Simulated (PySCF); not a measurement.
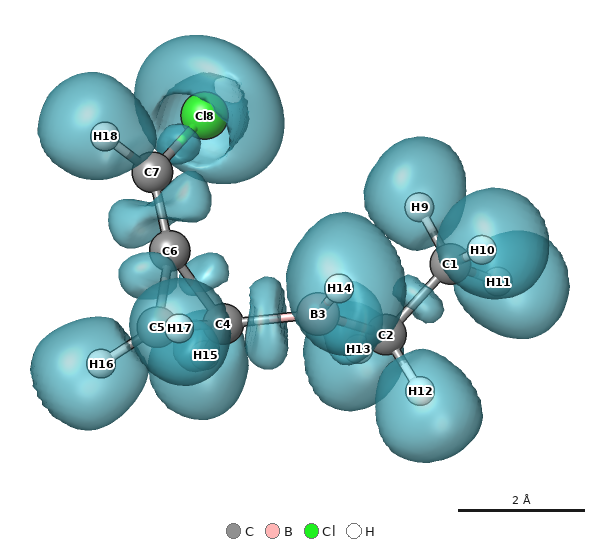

C6H10BCl (SMILES CCB[C@H]1C/C1=C/Cl). Isosurface of the ELF at 0.8 (cyan), seen at an oblique angle. Only the valence region is drawn (cores and ρ < 0.01 e/Å³ removed).

Geometry: GFN2-xTB.

Theory: B3LYP/def2-SVPD, SCF density, gas phase in PySCF 2.14.0.

```xyz
18

C     2.5213    1.0485   -0.5554
C     1.8569   -0.3344   -0.5372
B     0.5348   -0.3726    0.3227
C    -0.7729   -0.9627   -0.2584
C    -1.9572   -1.3524    0.6343
C    -1.9805   -0.1114   -0.1186
C    -2.5632    1.0095   -0.4455
Cl   -1.8148    2.1535   -1.5165
H     1.8582    1.7754   -1.0190
H     2.7395    1.3852    0.4553
H     3.4508    1.0244   -1.1210
H     2.5710   -1.0407   -0.0998
H     1.7010   -0.6578   -1.5688
H     0.5247    0.0867    1.4018
H    -0.7244   -1.4981   -1.2026
H    -2.5905   -2.1664    0.3109
H    -1.8250   -1.2969    1.7053
H    -3.5382    1.3165   -0.1026
```

Where are the electrons localised?

The ELF exceeds this value in two regions between bonded B–C atoms (shared pairs), five regions between bonded C–C atoms (shared pairs), one region between bonded C–Cl atoms (shared pairs), ten regions around hydrogen nuclei and one ring or bowl of non-bonding electrons around Cl. Along the contacts the grid gives the following. C–C (1.30 Å): the ELF peaks at about 0.90 between the atoms: a multiple bond. C–B (1.55 Å): the ELF peaks at about 1 between the atoms; a covalent bond.
